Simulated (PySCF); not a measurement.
# C$_{4}$H$_{13}$GeP (SMILES C[C](C)(C)[GeH2][PH2]): what the fields show

```xyz
19

C    -1.0487    0.9722   -0.9443
C    -0.5617   -0.0697    0.0544
C    -0.4183   -1.4193   -0.6383
C    -1.5452   -0.1841    1.2117
Ge    1.2445    0.5146    0.7435
P     2.7585    0.7415   -0.9849
H    -0.3370    1.0764   -1.7641
H    -1.1572    1.9425   -0.4607
H    -2.0143    0.6878   -1.3625
H    -0.0354   -2.1683    0.0549
H     0.2697   -1.3445   -1.4812
H    -1.3809   -1.7643   -1.0159
H    -2.5252   -0.4956    0.8492
H    -1.6547    0.7743    1.7171
H    -1.1993   -0.9172    1.9392
H     1.7101   -0.4218    1.8516
H     1.1080    1.8526    1.4471
H     3.8384    0.8610   -0.1219
H     2.9390   -0.6291   -1.1024
```

Geometry: GFN2-xTB.

Method: PBE0/def2-SVPD, SCF density, gas phase in PySCF 2.14.0.

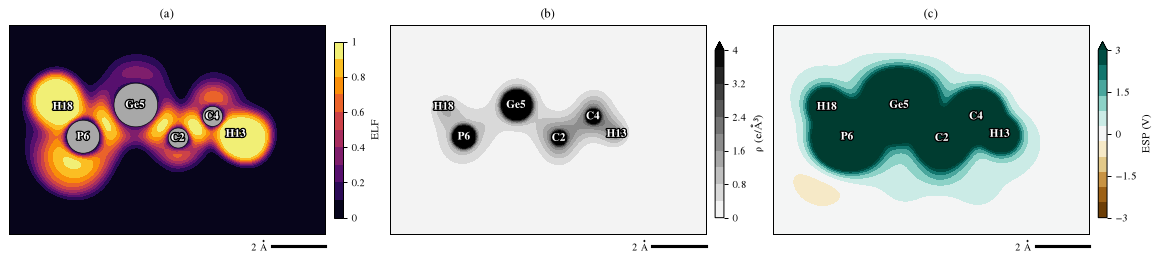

Figure 1. (a) electron localisation function; (b) electron density; (c) molecular electrostatic potential on the plane of atoms C2, C4 and H13. Grey discs cover the atomic cores in the ELF map.

### Describe what can be read from this map.

Atoms in the plane: C, Ge, P and H. C–C (1.52 Å): ρ is about 1.6 e/Å³ halfway; the ELF peaks at about 0.95 between the atoms, as expected for a covalent bond. C–Ge (2.02 Å): ρ is about 0.82 e/Å³ halfway; the ELF peaks at about 0.95 in the valence shell of C, 0.8 Å from its nucleus, and is about 0.75 at the midpoint. Ge–P (2.31 Å): ρ at the midpoint is about 0.67 e/Å³; the ELF peaks at about 0.90 between the atoms: localised, covalent bonding. C–H (1.09 Å): ρ is about 1.9 e/Å³ halfway; the ELF climbs to about 1 towards the hydrogen, as it does in any bond to H (a covalent bond by its length). P–H (1.39 Å): the density is about 1.1 e/Å³ at the midpoint; the ELF climbs to about 1 towards the hydrogen. The ELF also peaks beside P6, away from the bonds: lone-pair regions. Outside the dense part of the molecule the potential is most negative (−0.4 V) near P6.

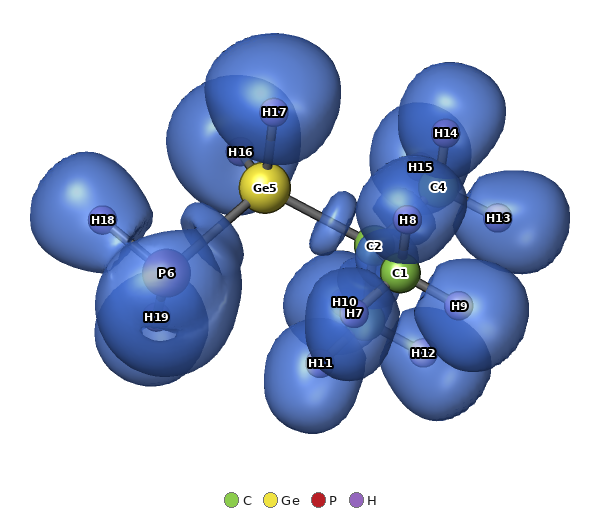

Figure 2. Isosurface of the ELF at 0.75 (blue), seen across its widest extent. Core shells and regions of very low density are left out.

### Where are the electrons localised?

The ELF exceeds this value in three regions between bonded C–C atoms (shared pairs), eleven regions around hydrogen nuclei, one lobe of the valence shell of C pointing towards Ge (polar bonds) and one joined region spread over several atoms (H, P), in which their bonds and any lone pairs are merged.

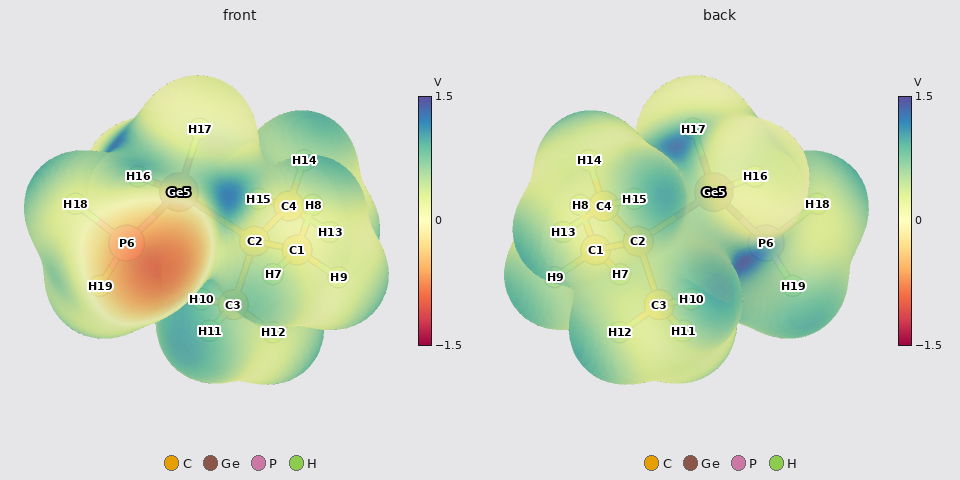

Figure 3. The molecular electrostatic potential painted on the density surface at 0.004 e/bohr³, seen from the front and from behind; the colour scale runs from red (negative) to blue (positive).

### Describe the electrostatic potential map.

The most negative region (about −0.8 V) lies over P6, the most positive (about +1.3 V) over Ge5.

### What dipole moment does the calculation give?

Its dipole moment is 0.90 D.
